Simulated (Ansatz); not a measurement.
Structure data:

Space group P1 (No. 1). a = 5.945 Å, b = 5.955 Å, c = 8.367 Å, α = 69.48°, β = 69.55°, γ = 72.93°
| atom | site | symmetry | x | y | z |
| --- | --- | --- | --- | --- | --- |
| Na | 1a | 1 | 0.5215 | 0.5062 | 0.7664 |
| Ni | 1a | 1 | 0.4872 | 0.4826 | 0.2779 |
| K | 1a | 1 | 0.0000 | 0.0000 | 0.0000 |
| F | 1a | 1 | 0.0238 | 0.9965 | 0.2726 |
| F | 1a | 1 | 0.8653 | 0.1716 | 0.7753 |
| F | 1a | 1 | 0.1950 | 0.8160 | 0.7775 |
| F | 1a | 1 | 0.7770 | 0.7202 | 0.1260 |
| F | 1a | 1 | 0.2547 | 0.2464 | 0.4364 |
| F | 1a | 1 | 0.7468 | 0.7760 | 0.6828 |
| F | 1a | 1 | 0.2498 | 0.2167 | 0.8715 |
| F | 1a | 1 | 0.7369 | 0.2876 | 0.4598 |
| F | 1a | 1 | 0.6962 | 0.2747 | 0.0739 |
| F | 1a | 1 | 0.3066 | 0.6786 | 0.0930 |
| F | 1a | 1 | 0.3243 | 0.7209 | 0.4482 |

Summarise the structure in words.

Answer. The structure is one of KNaNiF₁₁. Space group: P1, with no symmetry beyond the lattice. The cell has 14 atoms, namely 1 K, 1 Na, 1 Ni, 11 F.

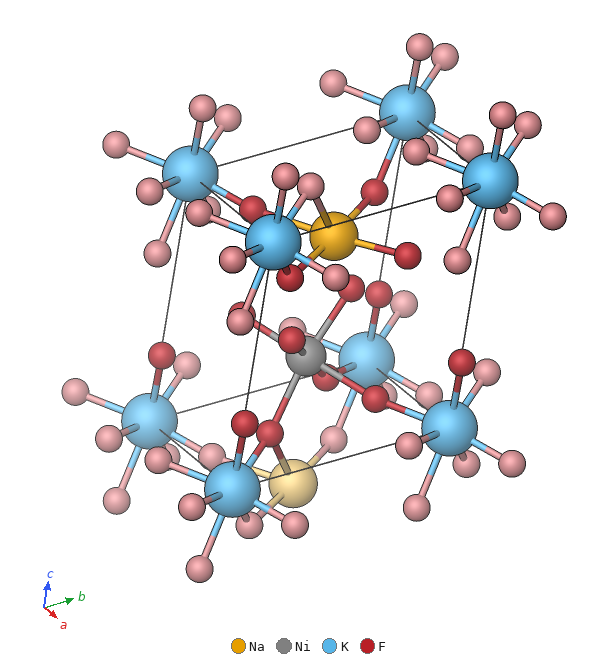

Ball-and-stick model, viewed slightly off an axis. The box is the simulation cell; atoms on or close to its faces, edges and corners are drawn wherever they repeat. Periodic images bonded to atoms of the box are shown as well, in fainter colours.

The structure is a known structure type with a point defect put in, with the atoms shaken; no relaxation was done. An electronic-structure calculation with Ansatz was run on it.

At this level of theory the cell isn't at rest (stretched, at -4 GPa and forces up to 3.5 eV/Å), so its distances can differ from those at equilibrium, the more so the softer the solid.
